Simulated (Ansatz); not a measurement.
**F2H3NSi (built from SMILES F[Si]F.N): a short trajectory**

Aim: follow the atoms for 60 steps of 0.25 fs at constant energy, with velocities drawn for 200 K, and see to which side of the barrier the system falls.

Program: Ansatz 0.2.0, Gaussian basis. Level of theory: PBE0-D4/def2-SVP. These are calculated values, not measurements.

### Step 1. The starting structure

The start, a first-order saddle point found at PBE0-D4 in triple zeta: 7 atoms, charge 0, spin multiplicity 1.

Atoms are counted from 1 here; the program's logs count them from 0.

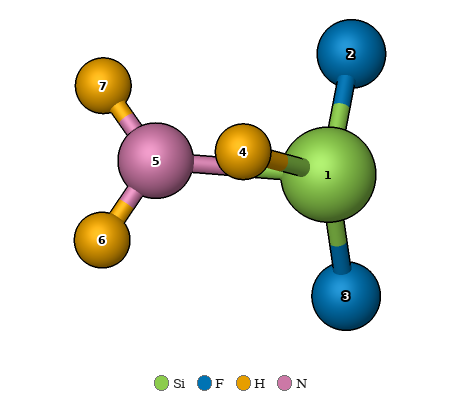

The starting geometry (silicon green, fluorine blue, hydrogen amber, nitrogen pink); atoms are numbered from 1 in the order of the file.

Geometry (Å):

```xyz
7
F2H3NSi
Si   -0.30502   -0.90149   -0.33314
F     1.07670   -1.25014   -1.06880
F    -1.31302   -0.47302   -1.50269
H    -0.21395   -0.47631    1.22893
N     0.16632    0.66752    0.51254
H    -0.52488    1.39804    0.64529
H     1.11396    1.03540    0.51788
```

### Step 2. Dynamics

Input file md/in.yaml:

```yaml
crystal:
  periodic: [false, false, false]
  atoms:
    - {symbol: Si, position_ang: [-0.305018, -0.901488, -0.333141]}
    - {symbol: F, position_ang: [1.076699, -1.250137, -1.068800]}
    - {symbol: F, position_ang: [-1.313024, -0.473020, -1.502692]}
    - {symbol: H, position_ang: [-0.213952, -0.476311, 1.228927]}
    - {symbol: N, position_ang: [0.166320, 0.667518, 0.512539]}
    - {symbol: H, position_ang: [-0.524883, 1.398037, 0.645286]}
    - {symbol: H, position_ang: [1.113958, 1.035400, 0.517882]}
basis:
  gaussian: {orbitals: def2-SVP}
hamiltonian: {xc: pbe0, dispersion: d4}
md: {n_steps: 60, timestep: 0.25, temperature: 200, ensemble: nve, seed: 877, initial_velocities: maxwell_boltzmann}
```

Command:

```bash
$ ansatz run in.yaml --threads 2 --pin off --events-out ev --progress --plain --max-ram 4352MiB
```

Before running it: what results should come out? Wanted: temperature at the start; mean temperature, second half; lowest and highest potential energy, from the first frame; largest change of potential + kinetic; bonds lost by distance.

**Answer**, as computed:

| quantity | value |
| --- | --- |
| length | 60 steps, 15.0 fs |
| temperature at the start | 200 K |
| mean temperature, second half | 1618 K |
| lowest and highest potential energy, from the first frame | -1201 and 16 meV |
| largest change of potential + kinetic | 1.3 meV |
| bonds lost by distance | Si1–H4 |

In words: By the last frame it has moved back towards the start side of the step. The system runs downhill by 1.20 eV, and that energy turns into motion. With no thermostat the total energy should stay fixed; it holds within 1.3 meV, small beside the kinetic energy, so the time step serves. The instant temperature ranges from 176 to 2057 K, as energy passes between motion and strain.
